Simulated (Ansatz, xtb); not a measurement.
**Relative energies of C2H2O isomers**

3 of its isomers, all singlets with charge 0: A = ethynol `C#CO`; B = oxirene `C1=CO1`; C = ethenone `C=C=O`.

Shapes, held fixed at every level: PBE0-D4/def2-TZVP. Programs: Ansatz 0.2.0, xtb 6.7.1.

Enthalpies at 298 K in kJ/mol, with harmonic thermal terms from PBE0-D4/def2-TZVP. Measured gas-phase heats of formation: A Active Thermochemical Tables; B Active Thermochemical Tables; C Active Thermochemical Tables.

```tsv
level	kind	B − A	C − A
GFN0-xTB	semi-empirical	+203.3	-107.8
SVWN5/STO-3G	LDA	+126.1	-165.0
B3LYP/STO-3G	global hybrid	+127.3	-153.6
CAM-B3LYP/STO-3G	range-separated hybrid	+125.7	-145.0
HSE06/STO-3G	range-separated hybrid	+124.2	-154.3
RPA@PBE/STO-3G	RPA	+114.7	-142.6
CCSD/STO-3G	coupled cluster or CI	+137.7	-111.8
CCSDTQ/STO-3G	coupled cluster or CI	+138.2	-124.7
B3LYP/6-31G* (Cartesian functions)	global hybrid	+165.1	-177.7
measured	experiment	+183.2	-141.3
```

Experiment puts C lowest of these. All levels agree on that. Mean absolute errors: GFN0-xTB 26.8; B3LYP/6-31G* (Cartesian functions) 27.2; CAM-B3LYP/STO-3G 30.6; CCSDTQ/STO-3G 30.8; B3LYP/STO-3G 34.1; RPA@PBE/STO-3G 34.9; HSE06/STO-3G 36.0; CCSD/STO-3G 37.5; SVWN5/STO-3G 40.4 kJ/mol. GFN0-xTB strays far from the other rows.

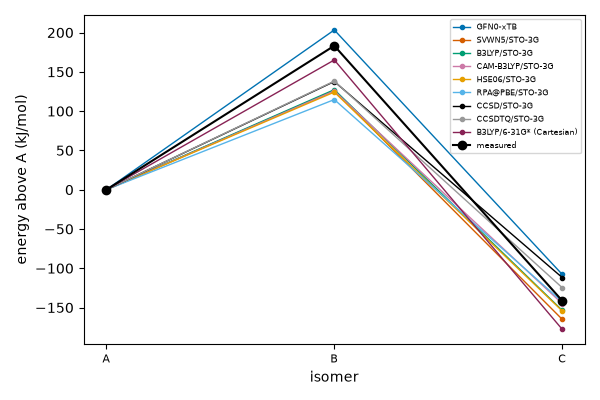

Relative energies of the isomers.
